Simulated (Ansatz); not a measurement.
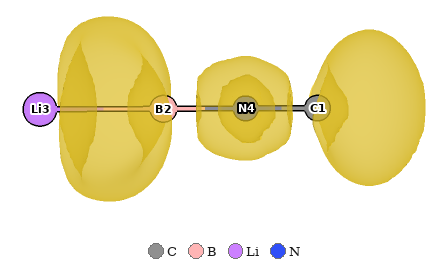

Figure 1: CBLiN (SMILES [Li][B][N+]#[C-]) (doublet). Isosurface of the electron localisation function at 0.75 (yellow), seen from one side. Only the valence region is drawn (cores and ρ < 0.01 e/Å³ removed).

Geometry: PBE0-D4/def2-TZVP.

All numbers below come from isolated molecule in a Gaussian basis; Kohn-Sham density functional theory, functional PBE0 in Ansatz.

Question: Describe the localisation domains.

Answer: At this value the surface marks out one lobe of the valence shell of B pointing towards Li, one region on N in which the atom's valence shell and bonds are merged and one lobe on C, pointing away from the bonds (non-bonding electrons). Along the contacts the grid gives the following. C–N (1.20 Å): the ELF peaks at about 0.90 between the atoms; a short, multiple covalent bond. B–N (1.37 Å): the ELF peaks at about 0.90 between the atoms (a polar covalent bond).
